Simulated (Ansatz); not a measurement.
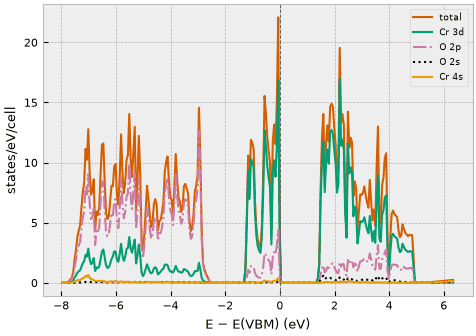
Figure. Total and projected density of states of Cr$_{2}$O$_{3}$ (corundum, R-3c), PBEsol (plane waves, PAW; program Ansatz)

### Question
Which orbitals carry the states next to the gap?

### Answer
Top 1 eV of the valence band: Cr 3d 80 %, O 2p 17 %. Bottom 1 eV of the conduction band: Cr 3d 85 %, O 2p 10 %. Projections are on Löwdin-orthogonalised atomic valence shells; empty p or d shells of many metals are not among them.

The cell was relaxed with PBEsol under the symmetry of its start, as lowered by the spin order. Magnetic state: antiferromagnetic, chosen from 5 collinear starts compared on coarse meshes (ties went to the first, and starts can fall back to one state), not a proven ground state. Textbook magnetic order: antiferromagnetic. No Hubbard U is applied.

Potentials: the later of the program's two PAW sets.
